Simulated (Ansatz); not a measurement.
## How far to go with the k-point mesh at a smearing width of 0.02 eV: Ta (Im-3m, 1 atom in the cell)

```xyz
1
Lattice="-1.6583 1.6583 1.6583 1.6583 -1.6583 1.6583 1.6583 1.6583 -1.6583" Properties=species:S:1:pos:R:3 pbc="T T T"
Ta     0.0000     0.0000     0.0000
```

Level of theory: PBE (plane waves, PAW; Ansatz, a program for electronic structure).

Base settings: basis.ecutwfc = 420 eV; kpoints.mp_grid.grid = 14 14 14; hamiltonian.xc = pbe; hamiltonian.pseudopotentials = {kind: paw} (the program's default PAW files); scf.occupations.method = gaussian; scf.occupations.width = 0.1 eV.

In this ladder: scf.occupations.width = 0.02 eV.

Only quantities that move along the ladder and can be compared are tabulated.

The count of work is k-points × plane waves × bands × iterations; it is no time. 

The starting cell has typed, rounded lattice constants, without a prior relaxation at this level. Its lattice was rescaled by up to half a per cent. Spin polarisation is off. Ansatz's pressure includes its estimate of the finite-basis (Pulay) stress.

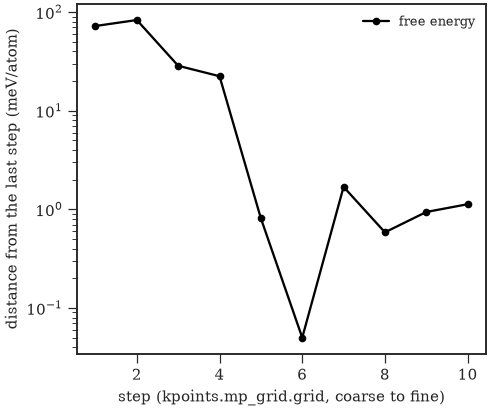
*Distance from the last step along the ladder; very small values are drawn at a floor.*

| kpoints.mp_grid.grid | free energy less the last step's (meV/atom) | pressure (GPa) | count of work / last |
|---|---|---|---|
| 5 5 5 | 72.31 | 3.94 | 0.010 |
| 6 6 6 | 83.12 | 3.51 | 0.017 |
| 7 7 7 | -28.56 | 0.99 | 0.021 |
| 9 9 9 | 22.37 | 1.05 | 0.036 |
| 10 10 10 | -0.81 | 2.15 | 0.049 |
| 13 13 13 | -0.03 | 1.29 | 0.087 |
| 15 15 15 | 1.69 | -0.06 | 0.12 |
| 18 18 18 | -0.58 | 0.49 | 0.20 |
| 22 22 22 | 0.94 | 0.54 | 0.34 |
| 27 27 27 | -1.13 | 0.41 | 0.58 |
| 33 33 33 | 0.00 | 0.50 | 1.0 |

Coarsest kpoints.mp_grid.grid that holds the pressure within 0.2 GPa of the last step, with all finer ones: 18 18 18, at 0.20 of the last step's count of work; the step before is off by 0.56 GPa.

Coarsest kpoints.mp_grid.grid that holds the free energy within 5 meV/atom of the last step, with all finer ones: 10 10 10, at 0.049 of the last step's count of work; the step before is off by 22 meV/atom.

Two neighbours can agree and both be off: 7 7 7 and 9 9 9 differ by 0.06 GPa in the pressure, yet lie about 0.55 GPa from the last step.

Keys are those of Ansatz 0.2.
